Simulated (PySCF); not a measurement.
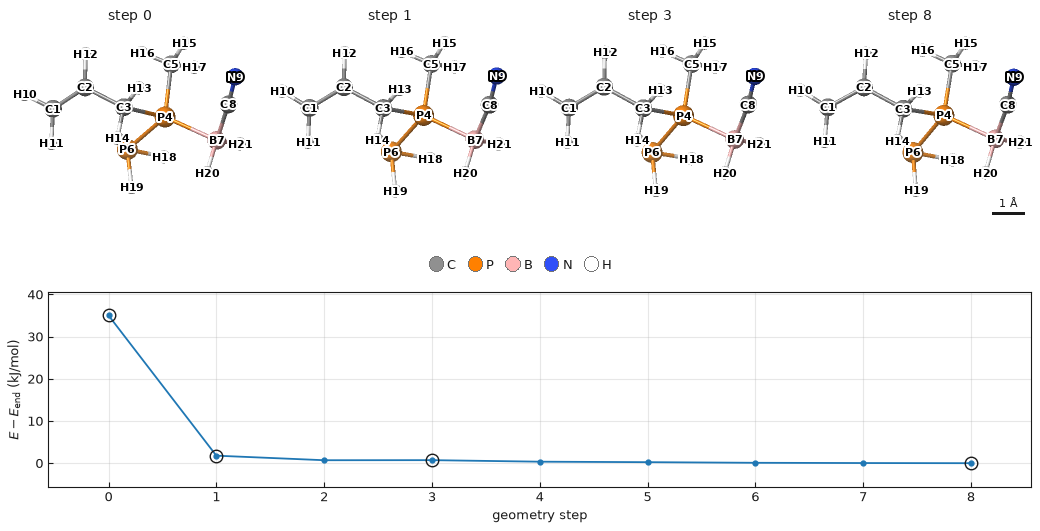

Frames of a relaxation of C5H12BNP2, marked on the history of the run. A ball-and-stick model, seen from a free direction.

The start comes from GFN2-xTB. Its atoms were then displaced at random by about 0.01 Å.

All numbers below come from PySCF, PBE0-D3(BJ)/def2-SVP geometry optimisation, gas phase. 

Question: Describe the path.

Answer: Over 8 geometry steps the energy falls by 35.0 kJ/mol. The atom that moves furthest after the best rigid fit is H11 (0.33 Å). Largest moves by element: H 0.33 Å, C 0.23 Å, P 0.22 Å, N 0.14 Å, B 0.07 Å. Near-neighbour distances that change, for instance: B7–H21 1.168 → 1.220 Å, C3–P4 1.892 → 1.840 Å, P6–H19 1.383 → 1.429 Å, C1–C2 1.292 → 1.334 Å. Among the angles between lasting bonds that change: P6–P4–B7 122.5° → 116.2°, C3–P4–C5 101.9° → 106.4°, H10–C1–H11 113.2° → 117.1°. Cost: 3.8 min on 1 thread of Arm Neoverse V1 (shared host). From step 0 to 1: H18 moves most (0.21 Å), energy −33.2 kJ/mol. From step 1 to 3: H atoms move most (0.09 Å), energy −1.06 kJ/mol. From step 3 to 8: H11 moves most (0.15 Å), energy −0.72 kJ/mol.

```tsv
step	E − E(0), kJ/mol
0	0.00
1	-33.25
2	-34.33
3	-34.31
4	-34.67
5	-34.79
6	-34.94
7	-35.00
8	-35.03
```
